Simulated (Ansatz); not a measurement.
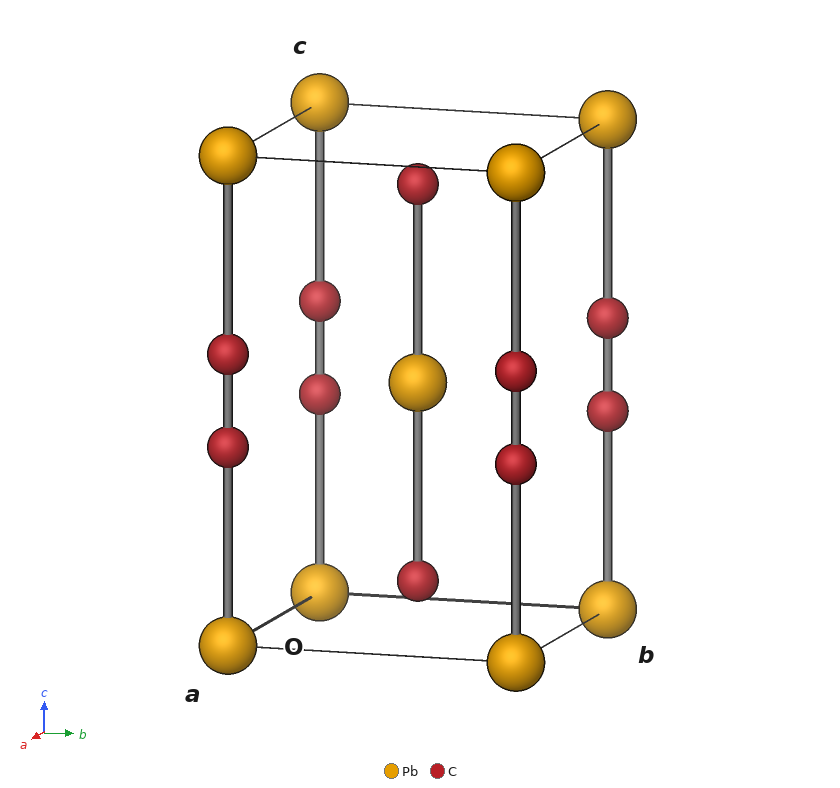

One unit cell is drawn above. Crystal: PbC2, the end point of a relaxation with DFT PBEsol, scalar-relativistic, plane waves, PAW in Ansatz; the starting structure was generated, so it need not be a known form of this composition. The drawing is computed from the coordinates (standard cell, symmetry found to 0.002 Å).

```
CELL_PARAMETERS angstrom
4.04781 0.00000 0.00000
0.00000 4.04781 0.00000
0.00000 0.00000 6.67463
ATOMIC_POSITIONS crystal
Pb 0.00000 0.00000 0.00000
C 0.50000 0.50000 0.09498
C 0.00000 0.00000 0.40502
Pb 0.50000 0.50000 0.50000
C 0.00000 0.00000 0.59498
C 0.50000 0.50000 0.90502
```

Question: What is its point group?

Answer: 4/mmm (D4h), order 16, tetragonal system: one fourfold axis, four twofold axes, five mirror planes, an inversion centre.

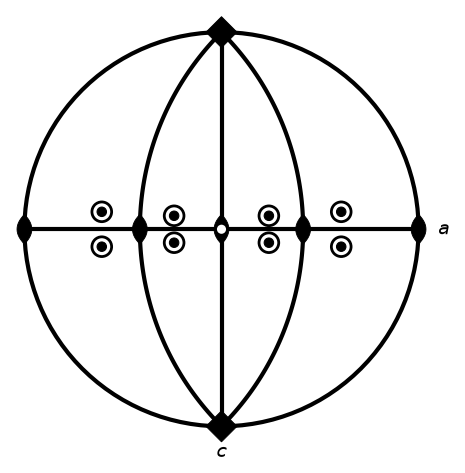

Stereographic projection: filled dots lie in the upper hemisphere, open rings in the lower; heavy lines are mirror planes (a heavy rim: a mirror in the plane of the page); lens, triangle, square and hexagon are 2-, 3-, 4- and 6-fold axes, a lens in an open square is −4, a triangle in an open hexagon −6; thin dashed diameters join the ends of axes that lie in the page; a small open circle marks inversion. The poles are one general form. The b axis points at the viewer.

Question: What does this class allow?

Answer: Class 4/mmm is centrosymmetric, so neither piezoelectric nor pyroelectric; it is not chiral. Its Laue class is 4/mmm.
